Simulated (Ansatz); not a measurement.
The figure comes from a scan of KBr (rock salt): one Br atom of a 2-atom cell moves by s towards the nearest neighbour, with its periodic images. These are PBEsol (plane waves to 420 eV, PAW, scalar-relativistic; Ansatz, a program for electronic structure) values and carry that method's errors. k mesh 7×7×7 (Γ-centred), Fermi-Dirac smearing 0.05 eV. Left out: 2 of 11 points, with atoms too close for the PAW data. F∥ is the force on the atom along that direction. KBr was relaxed with its symmetry unable to fall. 

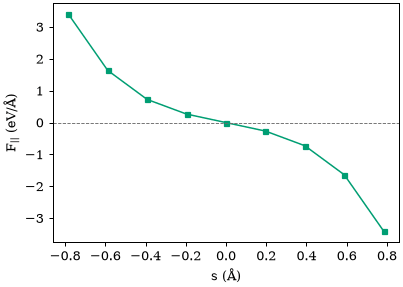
F∥ (eV/Å) against s (Å); markers are the computed points, lines only join them.

### Question
List the plotted points as numbers.

### Answer
To the nearest 0.1:

```json
[
 {"s (Å)": "-0.784", "F∥ (eV/Å)": "3.4"},
 {"s (Å)": "-0.588", "F∥ (eV/Å)": "1.6"},
 {"s (Å)": "-0.392", "F∥ (eV/Å)": "0.7"},
 {"s (Å)": "-0.196", "F∥ (eV/Å)": "0.3"},
 {"s (Å)": "0.000", "F∥ (eV/Å)": "0.0"},
 {"s (Å)": "0.196", "F∥ (eV/Å)": "-0.3"},
 {"s (Å)": "0.392", "F∥ (eV/Å)": "-0.7"},
 {"s (Å)": "0.588", "F∥ (eV/Å)": "-1.6"},
 {"s (Å)": "0.784", "F∥ (eV/Å)": "-3.4"}
]
```

(For displaced atoms, the force is minus the slope of the energy, and its curvature is a force constant, which sets phonon frequencies.)
